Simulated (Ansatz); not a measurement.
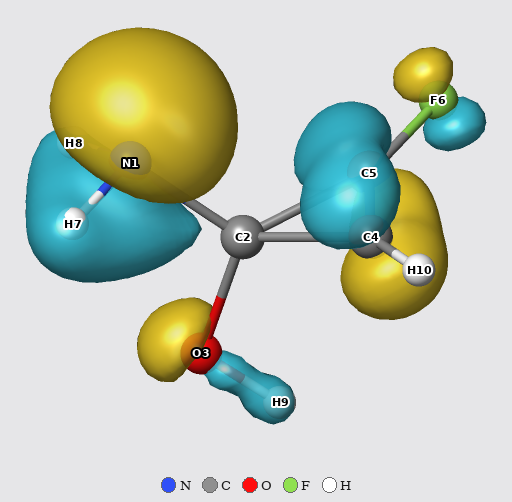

*C3H4FNO. The HOMO at ±0.15 Å⁻³ᐟ² (yellow and cyan are the two phases), seen across its widest extent.*

All numbers below come from RKS B3LYP-D4/cc-pVDZ (Ansatz).

```xyz
10

N    -1.1594   -0.7241    0.6720
C    -0.0037   -0.1980    0.0071
O     0.8663   -1.2523   -0.3626
C     0.5691    1.1725    0.4018
C    -0.0544    1.0661   -0.7387
F    -0.4422    1.6908   -1.8446
H    -0.8335   -1.2929    1.4596
H    -1.6092   -1.3942    0.0411
H     1.6458   -0.8625   -0.7878
H     1.1041    1.7436    1.1552
```

Question: Describe this orbital and give its energy.

Answer: It lies mainly on N1 (about 60 %), C4 (about 10 %) and C5 (about 10 %). Its energy is −6.98 eV.
